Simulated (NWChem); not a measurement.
# One shape, several levels: [NO2]− (nitrite)

We compute a comparison of 3 runs (B3LYP/def2-TZVPPD, M06-2X/def2-TZVPPD, PBE0/def2-TZVPPD) of [NO2]− (nitrite). 

The results are computed with NWChem 7.3.0.

### 1 The system as given

The species is [NO2]− (3 atoms), meant as a singlet with charge -1. SMILES: `O=N[O-]`. The shape is that of a PBE0-D4/def2-TZVPD optimisation.

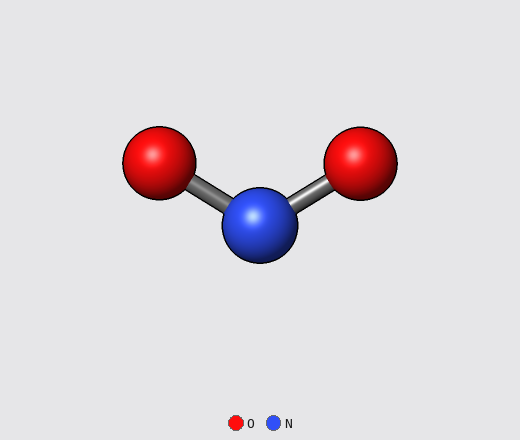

Viewed from a chosen angle; oxygen red, nitrogen blue.

### 2 Energy and forces at B3LYP/def2-TZVPPD (run 1)

a.nw reads:

```
start a
title "nitrite"
memory total 2200 mb
charge -1

geometry units angstrom noautosym nocenter noautoz
 O      0.322840     0.992650     0.287620
 N      0.325750    -0.245400     0.151990
 O     -0.648590    -0.747260    -0.439610
end

basis "ao basis" spherical bse
 O library def2-TZVPPD
 N library def2-TZVPPD
end

dft
 xc b3lyp
 grid fine
 convergence energy 1e-08
 maxiter 100
 mulliken
end

task dft gradient
```

Started as:

```
$ nwchem a.nw > a.out
```

What it wrote:

```text
[...]
          Wavefunction type:  closed shell.
          No. of atoms     :     3
          No. of electrons :    24
[...]
          Charge           :    -1
          Spin multiplicity:     1
[...]
          AO basis - number of functions:   117
[...]
              XC Information
              --------------
                         B3LYP Method XC Potential
                     Hartree-Fock (Exact) Exchange  0.200
                        Slater Exchange Functional  0.800 local
                    Becke 1988 Exchange Functional  0.720 non-local
              Lee-Yang-Parr Correlation Functional  0.810
                  VWN I RPA Correlation Functional  0.190 local
[...]
 d= 0,ls=0.0,diis     1   -204.8623951717 -2.68D+02  1.83D-01  4.28D+00     1.5
[...]
 d= 0,ls=0.0,diis    10   -205.2488097860 -1.84D-09  4.63D-07  3.74D-09    12.2
         Total DFT energy =     -205.248809785961
      One electron energy =     -413.719019944907
           Coulomb energy =      169.134264089783
    Exchange-Corr. energy =      -24.216522234984
 Nuclear repulsion energy =       63.552468304147
[...]
      Total Density - Mulliken Population Analysis
     ---------------------------------------------
    Atom       Charge   Shell Charges
 -----------   ------   -------------------------------------------------------
    1 O    8     8.49   0.79  1.18  0.61  0.92  0.42 -0.04  1.87  1.78  0.83  0.09  0.00  0.03  0.00  0.00
    2 N    7     7.01   0.82  1.15  0.63  0.79  0.10  0.42  1.41  1.24  0.30  0.02  0.13 -0.01  0.01
    3 O    8     8.49   0.79  1.18  0.61  0.92  0.42 -0.04  1.87  1.78  0.83  0.09  0.00  0.03  0.00  0.00
[...]
  wavefunction    = closed shell
                         DFT ENERGY GRADIENTS
    atom               coordinates                        gradient
                 x          y          z           x          y          z
   1 O       0.610079   1.875837   0.543523   -0.000833  -0.011834  -0.001770
   2 N       0.615578  -0.463739   0.287219   -0.008125   0.006127  -0.003790
   3 O      -1.225657  -1.412117  -0.830742    0.008958   0.005708   0.005560
[...]
```

Wall time 18 s (1 thread of Intel Xeon 6975P-C (Granite Rapids), shared host); peak memory 0.12 GiB.

### 3 Energy and gradient at M06-2X/def2-TZVPPD (run 2)

input.nw reads:

```
start input
title "NO2 gradient"
memory total 2200 mb
charge -1
geometry units bohr noautosym nocenter noautoz
  O      0.61007918     1.87583664     0.54352303
  N      0.61557829    -0.46373879     0.28721947
  O     -1.22565747    -1.41211674    -0.83074250
end
basis spherical bse
  * library def2-TZVPPD
end
dft
  xc m06-2x
  grid fine
  convergence energy 1e-08
  maxiter 100
  mulliken
  noprint "final vectors analysis"
end
task dft gradient
```

Started as:

```
$ nwchem input.nw > input.out
```

What it wrote:

```text
[...]
          Wavefunction type:  closed shell.
          No. of atoms     :     3
          No. of electrons :    24
[...]
          Charge           :    -1
          Spin multiplicity:     1
[...]
          AO basis - number of functions:   117
[...]
              XC Information
              --------------
                       M06-2X Method XC Functional
                     Hartree-Fock (Exact) Exchange  0.540
                        M06-2X Exchange Functional  1.000
                      M06-2X Correlation Potential  1.000
[...]
 d= 0,ls=0.0,diis     1   -204.8036386275 -2.68D+02  1.78D-01  3.78D+00     1.6
[...]
 d= 0,ls=0.0,diis     9   -205.1616087393 -6.64D-09  2.63D-06  6.17D-08    12.1
         Total DFT energy =     -205.161608739349
      One electron energy =     -413.622610515367
           Coulomb energy =      169.035965749529
    Exchange-Corr. energy =      -24.127427661025
 Nuclear repulsion energy =       63.552463687513
[...]
      Total Density - Mulliken Population Analysis
     ---------------------------------------------
    Atom       Charge   Shell Charges
 -----------   ------   -------------------------------------------------------
    1 O    8     8.55   0.79  1.18  0.61  0.89  0.47 -0.03  1.84  1.83  0.86  0.07  0.00  0.03 -0.00  0.00
    2 N    7     6.90   0.82  1.15  0.61  0.80  0.15  0.30  1.37  1.29  0.25  0.03  0.14 -0.03  0.01
    3 O    8     8.55   0.79  1.18  0.61  0.89  0.47 -0.03  1.84  1.83  0.86  0.07  0.00  0.03 -0.00  0.00
[...]
  wavefunction    = closed shell
                         DFT ENERGY GRADIENTS
    atom               coordinates                        gradient
                 x          y          z           x          y          z
   1 O       0.610079   1.875837   0.543523    0.000749   0.003179   0.000765
   2 N       0.615578  -0.463739   0.287219    0.001455  -0.001081   0.000681
   3 O      -1.225657  -1.412117  -0.830743   -0.002205  -0.002098  -0.001445
[...]
```

Run time: 19 s. Hardware: 1 thread of Intel Xeon 6975P-C (Granite Rapids), shared host; peak memory 0.13 GiB.

### 4 Energy and gradient at PBE0/def2-TZVPPD (run 3)

geom.xyz reads:

```xyz
3
NO2 gradient
O      0.322840     0.992650     0.287620
N      0.325750    -0.245400     0.151990
O     -0.648590    -0.747260    -0.439610
```

run.py reads:

```python
from ase.io import read
from ase.calculators.nwchem import NWChem

mol = read('geom.xyz')

calc = NWChem(
    label='geom',
    theory='dft',
    memory='2200 mb',
    basis='def2-TZVPPD',
    basispar='spherical bse',
    charge=-1,
    dft={'xc': 'pbe0', 'mult': '1', 'grid': 'fine', 'convergence': 'energy 1e-08', 'iterations': '100', 'mulliken': None},
)
mol.calc = calc

forces = mol.get_forces()
print(f"energy = {mol.get_potential_energy():.6f} eV")
print("forces (eV/A):")
for s, f in zip(mol.symbols, forces):
    print(f"{s:2s} {f[0]:10.5f} {f[1]:10.5f} {f[2]:10.5f}")
print("dipole (e A):", mol.get_dipole_moment().round(4))
```

Started as:

```
$ export ASE_NWCHEM_COMMAND="nwchem PREFIX.nwi > PREFIX.nwo"
$ python run.py
```

What it wrote:

```text
energy = -5579.091490 eV
forces (eV/A):
O     0.00026    0.00046    0.00021
N    -0.00026   -0.00015   -0.00015
O    -0.00000   -0.00031   -0.00005
dipole (e A): [ 0.0763 -0.0575  0.0356]
```

The calculator wrote geom.nwi:

```
title "geom"

permanent_dir geom

scratch_dir geom

start geom

geometry units angstrom nocenter noautosym noautoz
  O  3.2284000000000002e-01 9.9265000000000003e-01 2.8761999999999999e-01
  N  3.2574999999999998e-01 -2.4540000000000001e-01 1.5198999999999999e-01
  O  -6.4859000000000000e-01 -7.4726000000000004e-01 -4.3961000000000000e-01
end

charge -1

memory 2200 mb

basis spherical bse noprint
   * library def2-TZVPPD
end

dft
  xc pbe0
  mult 1
  grid fine
  convergence energy 1e-08
  iterations 100
  mulliken
end

task dft gradient
```

geom.nwo:

```text
Northwest Computational Chemistry Package (NWChem) 7.3.0
             --------------------------------------------------------

           Job information
           ---------------

    nwchem branch   = 7.3.0
    use scalapack   = T
    input           = geom.nwi
    prefix          = geom.
    data base       = geom/geom.db
    status          = startup
    nproc           =        1

           Memory information
           ------------------

    heap     =     72089600 doubles =      550.0 Mbytes
    stack    =     72089597 doubles =      550.0 Mbytes
    global   =    144179200 doubles =     1100.0 Mbytes (distinct from heap & stack)
    total    =    288358397 doubles =     2200.0 Mbytes
    verify   = yes
    hardfail = no

[... 85 lines left out ...]
  convergence criterion.
[... 38 lines left out ...]
          Spatial weights used:  Erf1
[... 74 lines left out ...]
         Total DFT energy =     -205.027832271182
[... 3 lines left out ...]
 Nuclear repulsion energy =       63.552468304147
[... 891 lines left out ...]
          Convergence on gradient requested:  5.00D-04
[... 25 lines left out ...]
          total energy or number of iterations.
[... 21 lines left out ...]
                                       geom

  charge          =  -1.00
  wavefunction    = closed shell

                         DFT ENERGY GRADIENTS

    atom               coordinates                        gradient
                 x          y          z           x          y          z
   1 O       0.610079   1.875837   0.543523   -0.000005  -0.000009  -0.000004
   2 N       0.615578  -0.463739   0.287219    0.000005   0.000003   0.000003
   3 O      -1.225657  -1.412117  -0.830742    0.000000   0.000006   0.000001

                 ----------------------------------------
                 |  Time  |  1-e(secs)   |  2-e(secs)   |
                 ----------------------------------------
                 |  CPU   |       0.01   |       4.70   |
                 ----------------------------------------
                 |  WALL  |       0.01   |       4.70   |
                 ----------------------------------------

 Task  times  cpu:       17.2s     wall:       17.2s
 Total times  cpu:       17.2s     wall:       17.2s
```

It took 18 s on 1 thread of Intel Xeon 6975P-C (Granite Rapids), shared host; peak memory 0.13 GiB.

### 5 The series

```csv
run,level,energy (Eh),HOMO energy (eV),LUMO energy (eV),HOMO–LUMO gap (eV),wall time
1,B3LYP/def2-TZVPPD,-205.248810,0.07,5.19,5.12,18 s
2,M06-2X/def2-TZVPPD,-205.161609,–,–,–,19 s
3,PBE0/def2-TZVPPD,-205.027832,-0.08,5.46,5.54,18 s
```

### 6 Summary of results

| quantity | value |
| --- | --- |
| run 3: total energy | -205.02783 Eh |
| run 3: HOMO energy | -0.08 eV |
| run 3: LUMO energy | 5.46 eV |
| run 3: HOMO–LUMO gap (to an unbound level, set by the basis) | 5.54 eV |
| run 3: largest force on an atom | 0.001 eV/Å |

**Reading.** Totals of different functionals can't be ranked against each other. In run 1 the HOMO lies above zero, so the outermost electron may be held by the basis alone. All runs together took 55 s, the longest 19 s.
